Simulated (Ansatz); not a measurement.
# PBE-QIDH/cc-pVDZ run of CH5BO2 (SMILES COBO)

What is the electronic atomisation energy of CH5BO2 at PBE-QIDH/cc-pVDZ? 

The calculation is run with Ansatz 0.2.0.

70 further runs of the same task are left out: 70 set aside as unsound or not needed.

**1. The molecule**

CH5BO2: 9 atoms, total charge 0, spin state singlet. SMILES: `COBO`. Geometry: relaxed at PBE0-D4/def2-TZVP. This is one conformer, not always the lowest.

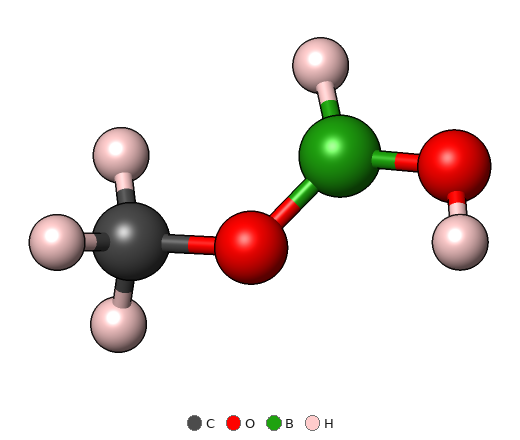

Viewed from a chosen angle; carbon dark grey, oxygen red, boron green, hydrogen pink.

**2. A single-point energy at PBE-QIDH/cc-pVDZ**

The input, input.yaml:

```yaml
crystal:
  periodic: [false, false, false]
  atoms:
    - symbol: C
      position_ang: [0.281800, 0.801900, -1.057400]
    - symbol: O
      position_ang: [-0.113500, 0.454800, 0.251000]
    - symbol: B
      position_ang: [-0.134900, -0.834100, 0.671600]
    - symbol: O
      position_ang: [-0.524600, -1.118500, 1.938500]
    - symbol: H
      position_ang: [0.568100, -0.079800, -1.637600]
    - symbol: H
      position_ang: [1.131400, 1.486400, -1.006200]
    - symbol: H
      position_ang: [-0.544800, 1.307500, -1.561700]
    - symbol: H
      position_ang: [0.183900, -1.738400, -0.047600]
    - symbol: H
      position_ang: [-0.758900, -0.326300, 2.432200]
basis:
  gaussian:
    orbitals: cc-pVDZ
hamiltonian:
  xc: {name: PBE-QIDH}
correlation:
  frozen_orbitals: {B: 1, C: 1, H: 0, O: 1}
accuracy: high
output: {orbitals: {seedname: orbitals}}
```

Started as:

```
$ ansatz run input.yaml --threads 1 --pin off --max-ram 3480MiB --events-out events.jsonl --progress --plain --runs-dir runs
```

Output:

```text
Warning: RAYON_NUM_THREADS=1 ignored (pool sized by the plan → 1); use --threads N
Functional definition: PBE-QIDH
  name "PBE-QIDH"
  parameter a = 3^(-1/3)
  parameter c = 1/3
  exchange = (1 - a)*pbe_x + a*exact_x
  correlation = (1 - c)*pbe_c + c*(mp2_os + mp2_ss)
1902 factors; integrals over basis functions are off by at most 5.7e-9 eV
mean field evaluation 1: about -5873.4888 eV, gradient 4.0e1 eV
mean field evaluation 2: about -5873.4885 eV, gradient 4.0e1 eV
mean field evaluation 4: about -5876.4781 eV, gradient 2.6e0 eV
mean field evaluation 8: about -5876.4945 eV, gradient 4.6e-2 eV
mean field evaluation 16: about -5876.4945 eV, gradient 5.6e-6 eV
mean field -5876.49453753 eV, -215.9571910232 hartree, gradient 2.3e-8 eV, S^2 0.000000; 0 other end points of the search recorded, 0 dependent functions left out
4 core orbitals not correlated: weight in the atoms' cores, before any rotation towards them, 1.000 or more for the frozen orbitals, at most 0.000 for the correlated occupied ones
reference -5876.49453848 eV, -215.9571910582 hartree; 12, 12 occupied and 65, 65 virtual orbitals, 1902 factors
second order -18.39258322 eV of doubles, -0.00000000 eV of singles
Total energy: -5882.62539956 eV, -216.1824960470 hartree
```

Wall time 7.2 s (1 thread of Arm Neoverse V2, shared host); peak memory 0.24 GiB.

**3. The B atom**

The input, molecule.yaml:

```yaml
crystal:
  periodic: [false, false, false]
  atoms:
    - {symbol: B, position_ang: [0.000000, 0.000000, 0.000000]}
basis:
  gaussian: {orbitals: cc-pVDZ}
correlation: {frozen_orbitals: {B: 1}}
magnetization: {spin_polarized: true, initial_magnetization: 1}
accuracy: high
hamiltonian: {xc: {name: PBE-QIDH}}
```

Run the same way, it converges to -24.60857 Eh (log not shown).

**4. The C atom at the same level**

The input, in.yaml:

```yaml
crystal:
  periodic: [false, false, false]
  atoms:
    - {symbol: C, position_ang: [0.000000, 0.000000, 0.000000]}
basis:
  gaussian:
    orbitals: cc-pVDZ
magnetization:
  spin_polarized: true
  initial_magnetization: 2
hamiltonian:
  xc: {name: PBE-QIDH}
correlation:
  frozen_orbitals: {C: 1}
accuracy: high
```

Run the same way, it converges to -37.78950 Eh (log not shown).

**5. The H atom at the same level**

The input, run.yaml:

```yaml
crystal:
  periodic: [false, false, false]
  atoms:
    - {symbol: H, position_ang: [0.000000, 0.000000, 0.000000]}
basis:
  gaussian:
    orbitals: cc-pVDZ
total_charge: 0
magnetization:
  spin_polarized: true
  initial_magnetization: 1
hamiltonian:
  xc: {name: PBE-QIDH}
correlation:
  frozen_orbitals: {H: 0}
accuracy: high
```

Started as:

```
$ ansatz run run.yaml --threads 1 --pin off --max-ram 3480MiB --events-out events.jsonl --progress --plain --runs-dir runs
```

Output, shortened:

```text
Warning: RAYON_NUM_THREADS=1 ignored (pool sized by the plan → 1); use --threads N
[... 6 set-up lines as earlier in the session ...]
15 factors; integrals over basis functions are off by at most 4.6e-8 eV
mean field evaluation 1: about -13.6204 eV, gradient 1.2e0 eV
mean field evaluation 2: about -13.6204 eV, gradient 1.2e0 eV
mean field evaluation 4: about -13.6394 eV, gradient 2.8e-4 eV
mean field evaluation 8: about -13.6394 eV, gradient 1.6e-9 eV
mean field -13.63943543 eV, -0.5012400069 hartree, gradient 2.1e-9 eV, S^2 0.750000; 0 other end points of the search recorded, 0 dependent functions left out
reference -13.63943598 eV, -0.5012400272 hartree; 1, 0 occupied and 4, 5 virtual orbitals, 15 factors
second order 0.00000000 eV of doubles, -0.00000000 eV of singles
Total energy: -13.63943598 eV, -0.5012400272 hartree
```

Wall time 0.1 s (1 thread of Arm Neoverse V2, shared host).

**6. The O atom, same level**

The input, run.yaml:

```yaml
crystal:
  periodic: [false, false, false]
  atoms:
    - symbol: O
      position_ang: [0.000000, 0.000000, 0.000000]
basis:
  gaussian:
    orbitals: cc-pVDZ
magnetization:
  spin_polarized: true
  initial_magnetization: 2
hamiltonian:
  xc: {name: PBE-QIDH}
correlation:
  frozen_orbitals: {O: 1}
accuracy: high
```

Run the same way, it converges to -74.97250 Eh (log not shown).

**7. Summary of results**

Level: PBE-QIDH/cc-pVDZ, 4 core orbitals frozen.

| quantity | value |
| --- | --- |
| molecule: total energy | -216.18250 Eh |
| molecule: HOMO energy (SCF part's orbitals) | -11.02 eV |
| molecule: LUMO energy (SCF part's orbitals) | 3.43 eV |
| molecule: HOMO–LUMO gap (SCF part's orbitals) | 14.46 eV |
| B atom: total energy | -24.60857 Eh |
| B atom: ⟨S²⟩ | 0.755 |
| C atom: total energy | -37.78950 Eh |
| C atom: ⟨S²⟩ | 2.004 |
| H atom: total energy | -0.50124 Eh |
| H atom: ⟨S²⟩ | 0.750 |
| O atom: total energy | -74.97250 Eh |
| O atom: ⟨S²⟩ | 2.003 |
| electronic atomisation energy | 36.279 eV |

What this shows: Taking the molecule apart into free atoms costs 36.28 eV (3500 kJ/mol), before zero-point energy and without spin-orbit coupling.
